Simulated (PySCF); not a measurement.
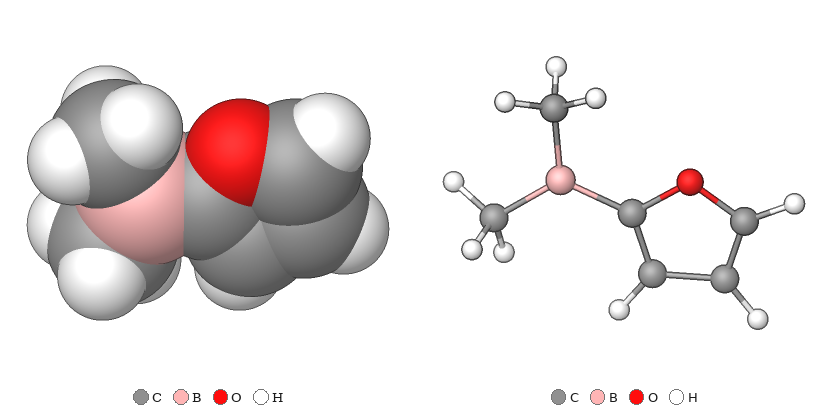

Two views of one molecule.

Computed geometry: GFN2-xTB optimisation. No frequency run is at hand to confirm it as a minimum.

Give the formula.

Answer. C₆H₉BO, 17 atoms: 6 carbon, 9 hydrogen, 1 boron and 1 oxygen.

Which point group does it belong to?

Answer. C1.

What is its SMILES?

Answer. CB(C)c1ccco1

Describe its rings.

Answer. Independent rings (smallest set): 1 of 5 members, 1 of them aromatic.

How many bonds of each kind are drawn?

Answer. 9 C–H, 3 C–B, 3 C–C, 2 C–O.

More results for the same structure follow; atom numbers are the same in all pictures, views and colours differ.

**Geometry**

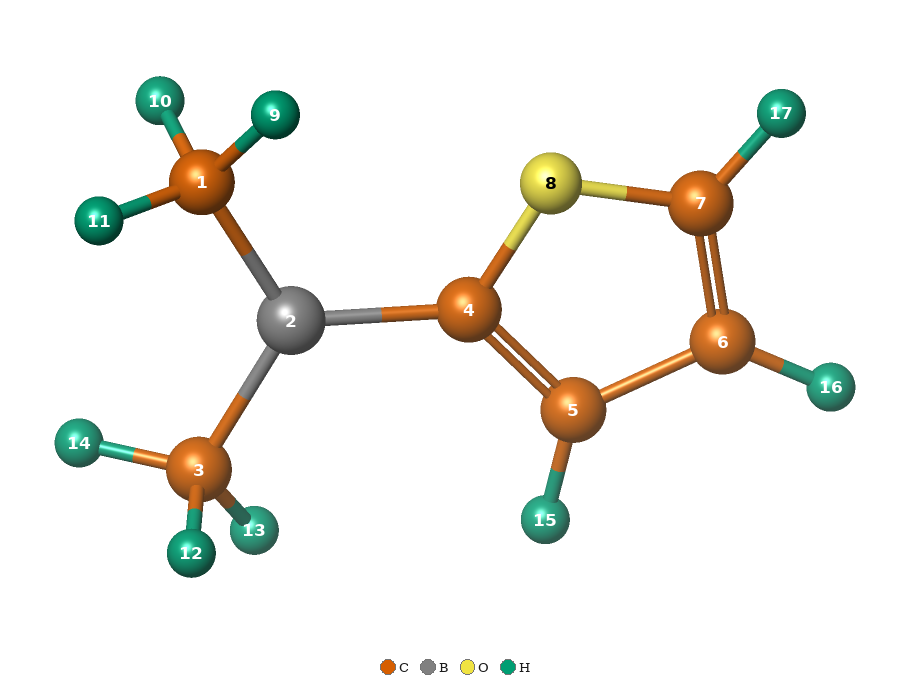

No frequency run is at hand to confirm it as a minimum.

What are the angles C1–B2–C3, B2–C1–H11, B2–C3–H13, B2–C3–H14, B2–C4–O8, C4–C5–C6, C4–O8–C7, C5–C6–H16, C6–C5–H15, C6–C7–H17, C7–C6–H16, O8–C7–H17?

```json
{"angle": "C1–B2–C3", "degrees": "120.3"}
{"angle": "B2–C1–H11", "degrees": "113.1"}
{"angle": "B2–C3–H13", "degrees": "114.0"}
{"angle": "B2–C3–H14", "degrees": "112.5"}
{"angle": "B2–C4–O8", "degrees": "120.7"}
{"angle": "C4–C5–C6", "degrees": "107.5"}
{"angle": "C4–O8–C7", "degrees": "108.3"}
{"angle": "C5–C6–H16", "degrees": "127.7"}
{"angle": "C6–C5–H15", "degrees": "126.5"}
{"angle": "C6–C7–H17", "degrees": "131.3"}
{"angle": "C7–C6–H16", "degrees": "126.9"}
{"angle": "O8–C7–H17", "degrees": "117.6"}
```

**Ring current**

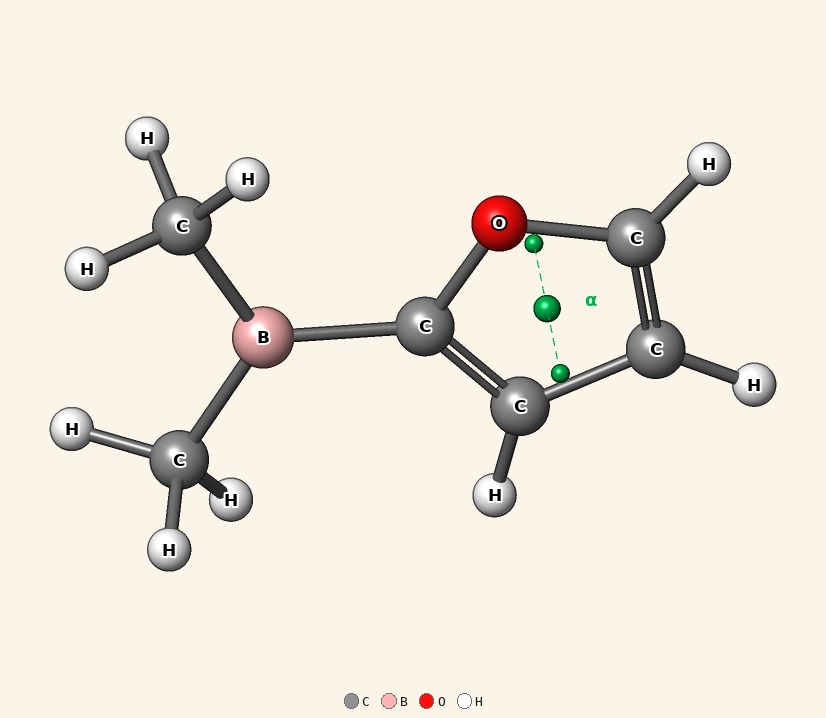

The small points mark where nucleus-independent chemical shifts (NICS) were computed: at the centre of each lettered ring and 1 Å above and below it. No frequency run is at hand to confirm it as a minimum. Method: GIAO PBE0/pcSseg-1 NMR shielding, non-relativistic, gas phase (PySCF 2.14.0).

Give NICS(0), NICS(1) and the out-of-plane component NICS(1)zz for each ring (means of the two sides).

```csv
ring,members,NICS(0),NICS(1),NICS(1)zz
α,C4O,−10.7,−10.5,−27.1
```

Values in ppm.

What do the values say about the ring currents?

Answer. Ring α: diatropic, as in an aromatic ring. NICS is one index among several.

**Electronic properties**

No frequency run is at hand to confirm it as a minimum. Method: PBE0/def2-SVPD, gas phase (PySCF 2.14.0). Excitations: vertical, linear response.

Computed properties:

- dipole moment: 1.27 D
- HOMO energy (Kohn–Sham orbital): −6.90 eV
- LUMO energy (Kohn–Sham orbital): −1.32 eV
- HOMO–LUMO gap: 5.58 eV
- mean static polarisability: 89.1 bohr³
- lowest vertical singlet excitation: 5.04 eV
- its oscillator strength: 0.389

**Quadrupole coupling**

No frequency run is at hand to confirm it as a minimum. Electric field gradients from the ground-state density, PBE0/pcSseg-1 (PySCF 2.14.0), non-relativistic apart from any core potentials.

Give the largest field-gradient component, the quadrupole coupling constant and the asymmetry for 11B at B2 (Q = 40.59 mb), 17O at O8 (Q = −25.6 mb), 2H at H9 (Q = 2.86 mb), 2H at H10 (Q = 2.86 mb), 2H at H11 (Q = 2.86 mb), 2H at H12 (Q = 2.86 mb).

```csv
atom,V_zz (a.u.),e²qQ/h (MHz),η
B2,0.535,5.10,0.08
O8,1.376,−8.28,0.14
H9,0.321,0.216,0.02
H10,0.320,0.215,0.01
H11,0.322,0.216,0.02
H12,0.320,0.215,0.02
```

**NMR shielding**

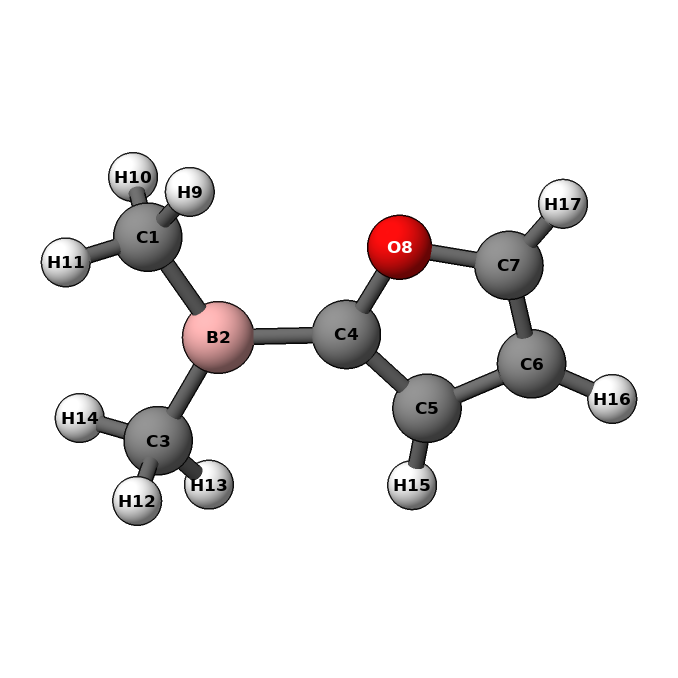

No frequency run is at hand to confirm it as a minimum. Properties computed with GIAO PBE0/pcSseg-1 NMR shielding, non-relativistic, gas phase (PySCF 2.14.0). Principal shieldings σ11 ≤ σ22 ≤ σ33, span Ω = σ33 − σ11, skew κ = 3(σiso − σ22)/Ω.

Give the shielding tensors of the B atoms.

| atom | σ11 | σ22 | σ33 | σiso | Ω | κ |
| --- | --- | --- | --- | --- | --- | --- |
| B2 | −33.4 | 16.7 | 120.0 | 34.5 | 153.4 | 0.35 |

Shieldings and span in ppm.

The geometry is semi-empirical. Around B such bond lengths and angles can be off by a tenth of an ångström or more and by several degrees, and values that hang on the shape move with them.
